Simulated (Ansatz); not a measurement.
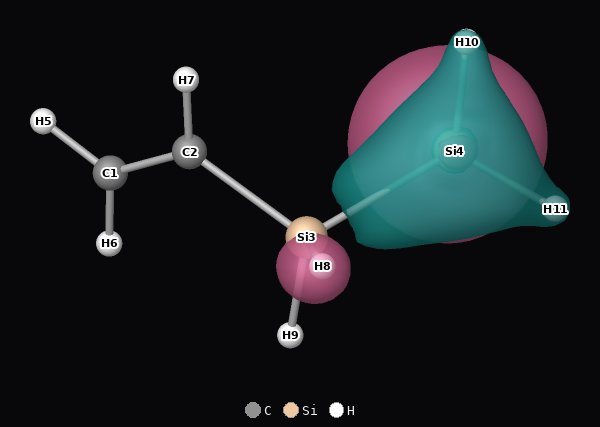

The picture shows: C₂H₇Si₂ (doublet). The HOMO (α) at ±0.15 Å⁻³ᐟ² (teal and pink are the two phases), seen across its widest extent.

Geometry: PBE0-D4/def2-TZVP.

These are results of UKS PBE0-D4/def2-TZVPP (Ansatz), not measurements.

```xyz
11

C    -1.0362    1.9070    0.2619
C    -0.0985    1.1463   -0.2958
Si    0.6494   -0.3360    0.5444
Si    0.0350   -2.2789   -0.5891
H    -1.4684    2.7606   -0.2530
H    -1.4130    1.7103    1.2617
H     0.2363    1.3956   -1.3018
H     2.1363   -0.2117    0.5845
H     0.1454   -0.4115    1.9430
H     0.2296   -2.2052   -2.0647
H     0.6496   -3.5334   -0.0705
```

Q: Describe this orbital and give its energy.

A: By Hirshfeld shares it lies mainly on Si4 (about 75 %) and Si3 (about 10 %). Its energy is −6.09 eV.
